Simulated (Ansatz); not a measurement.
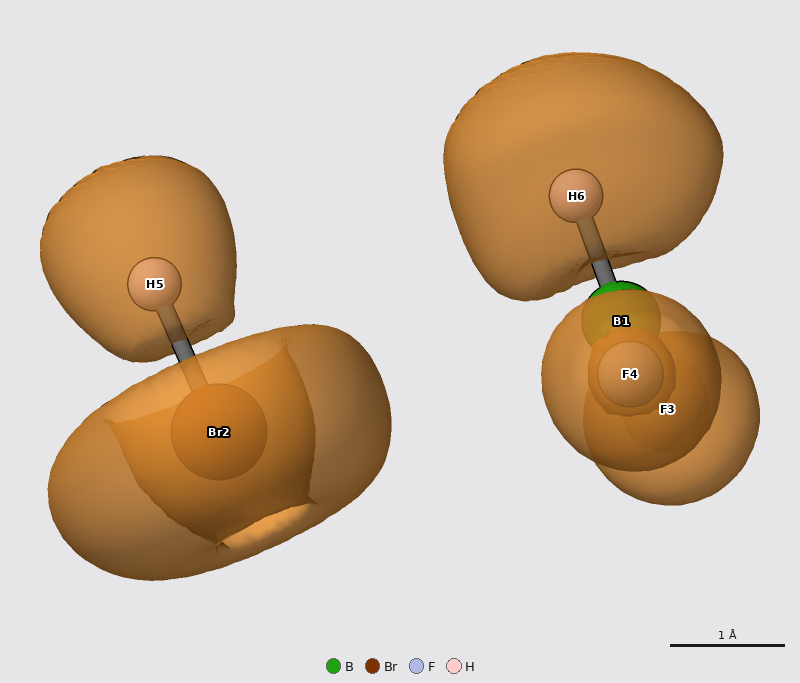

Figure. BF$_{2}$H···HBr. Isosurface of the ELF at 0.75 (orange), seen at a tilt. Core shells and regions of very low density are left out.

All numbers below come from Ansatz 0.2.0, RKS B3LYP/def2-mTZVP.

```xyz
6

B     0.1029   -1.1535    0.5301
Br   -0.7764    2.0373   -1.0805
F    -0.2701   -1.8754   -0.5107
F    -0.7601   -0.9873    1.5154
H     0.5123    2.6726   -1.0458
H     1.1913   -0.6935    0.5917
```

**Describe the localisation domains.**

The surface consists of two regions around hydrogen nuclei, two regions on F in which the atom's valence shell and bonds are merged and one ring or bowl of non-bonding electrons around Br.

Values along the shortest contacts:
B1···Br2 (3.68 Å): the ELF dips to about 0 between them: a non-bonded, intermolecular contact. B–F (1.32 Å): the ELF peaks at about 0.85 between the atoms, as expected for a shared but strongly polarised pair.
